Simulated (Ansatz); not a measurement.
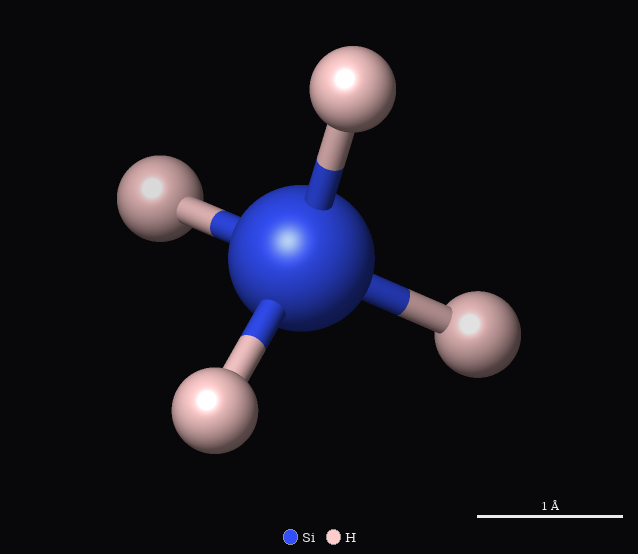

A ball-and-stick model of a molecule. Every bond is drawn as one stick, whatever its order.

The computed structure is the end point of a PBE0-D4/def2-TZVP optimisation.

**Give the formula.**

SiH₄, 5 atoms: 1 silicon and 4 hydrogen.

**Give the symmetry (Schoenflies symbol).**

Td.

**Count the bonded pairs by element.**

4 Si–H. Sticks follow a distance rule.

**How many sets of symmetry-equivalent atoms are there?**

2: 1 Si, 4 H.

More results for the same structure follow; atom numbers are the same in all pictures, views and colours differ.

Geometry

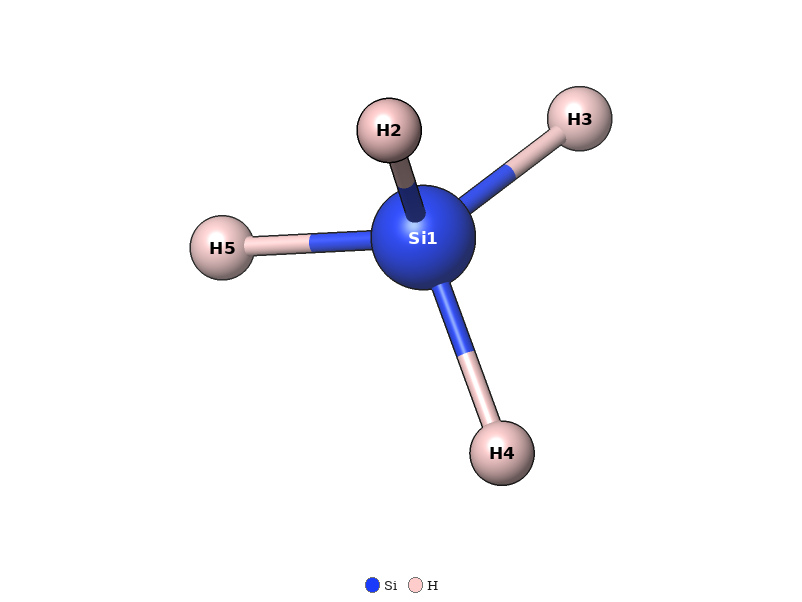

Numbered structure.

Give these bond angles: H2–Si1–H3.

```json
{"angle": "H2–Si1–H3", "degrees": "109.5"}
```

Electronic properties

Properties computed with RKS PBE0-D4/def2-TZVPP (Ansatz 0.2.0).

What does the calculation give?

- HOMO energy (Kohn–Sham orbital): −9.86 eV
- LUMO energy (Kohn–Sham orbital): 1.06 eV
- HOMO–LUMO gap: 10.92 eV

Thermal motion

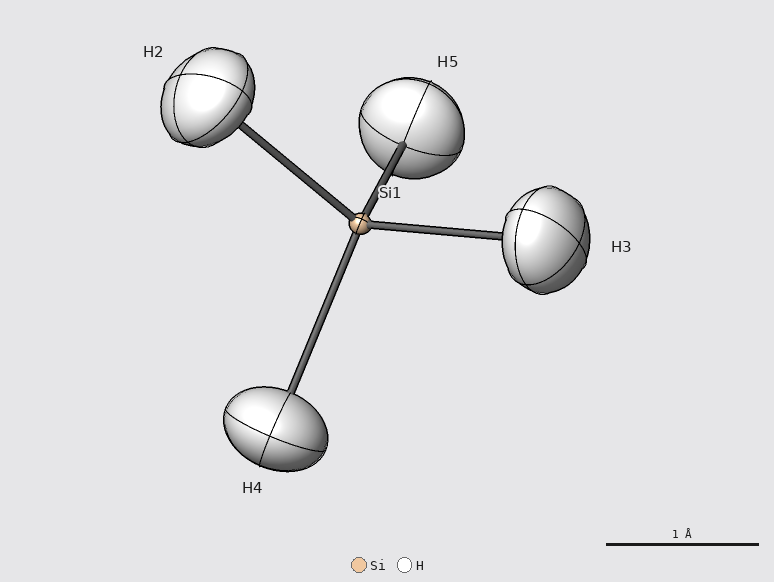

Displacement ellipsoids at the 50 % level, enlarged 2 times, from the internal vibrations of the free molecule (harmonic, no overall translation or rotation; no half-axis is drawn under 0.075 Å). Vibrations computed with RKS PBE0-D4/def2-TZVP (Ansatz 0.2.0). Temperature: 600 K.

**Which atom moves most?**

H2, H3, H4, H5, with U_eq = 0.0112 Å².

**Does H4 move more along its bond or across it?**

Across it: the root-mean-square amplitude is 0.085 Å along the bond and up to 0.115 Å across, since bending and torsion are softer than stretching.

List U_eq and the three principal root-mean-square amplitudes for each kind of atom.

```csv
atom,U_eq (Å²),rms amplitudes (Å)
Si1,0.00008,"0.009, 0.009, 0.009"
"H2, H3, H4, H5",0.0112,"0.085, 0.115, 0.115"
```

Charges

The questions are on Mulliken charges. Properties computed with RKS PBE0-D4/def2-TZVP (Ansatz 0.2.0).

Give the Mulliken charges atom by atom.

```
atom  value (e)
 Si1       0.07
  H2      −0.02
  H3      −0.02
  H4      −0.02
  H5      −0.02
```

Mulliken values depend strongly on the basis set and can even reverse the polarity of a bond.
